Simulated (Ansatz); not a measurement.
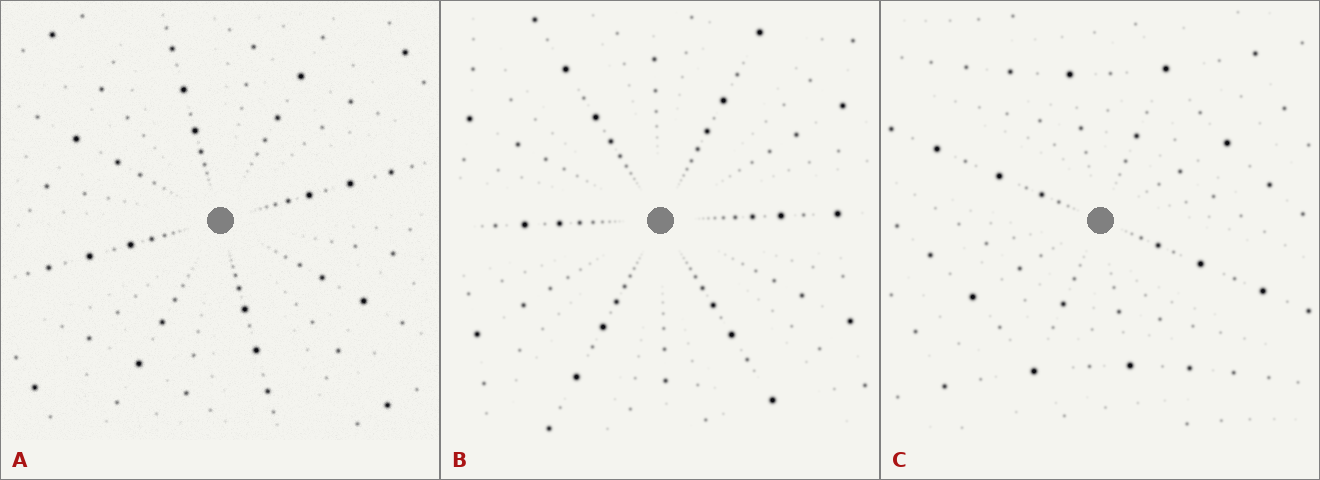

Simulated back-reflection Laue patterns (white X-rays, 0.45 to 2.2 Å, flat plate covering ±45° about the beam, kinematic intensities, seen from the source). Crystal: Ce, space group Fm-3m (No. 225), a = 4.669 Å. Structure: the input geometry of an electronic-structure calculation (not necessarily at equilibrium).

Q: The directions [001], [110], [111] point towards the source, in some order. Which is which?

A: A: [001], symmetry 4mm (a fourfold axis with mirror lines). B: [111], symmetry 3m (a threefold axis with three mirror lines). C: [110], symmetry 2mm (a twofold axis with two mirror lines). The Laue class is m-3m.
